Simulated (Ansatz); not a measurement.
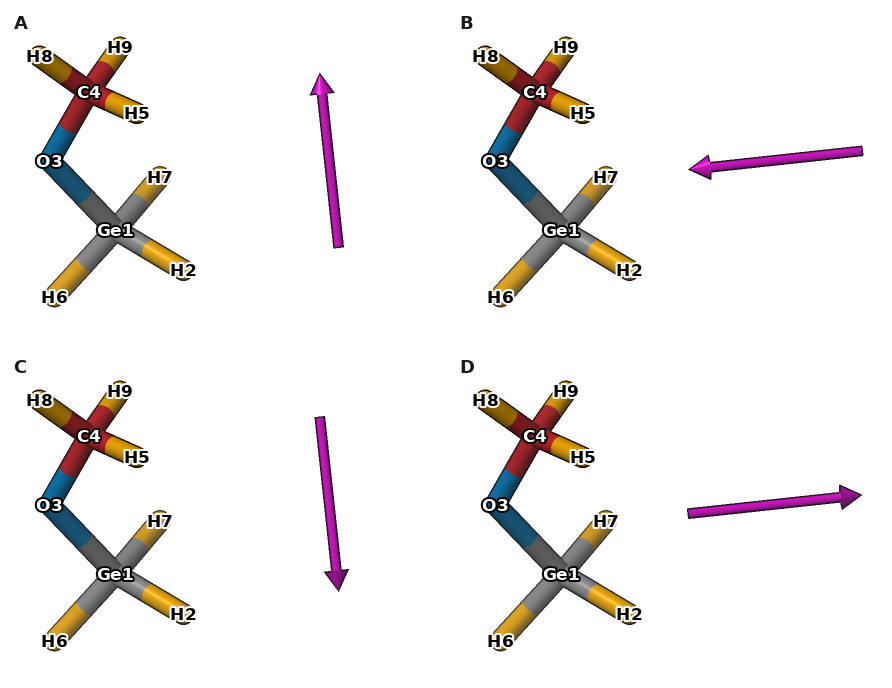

The same molecule four times, each with an arrow. Computed geometry: PBE0-D4/def2-TZVP optimisation. Method: RKS PBE0-D4/def2-TZVP (Ansatz 0.2.0).

Which arrow points along the dipole moment, from the negative to the positive end?

D. The dipole moment is 1.11 D; it points from the side of O3, H6, H8 to the side of H2, H7 (the outermost atoms at the two ends).
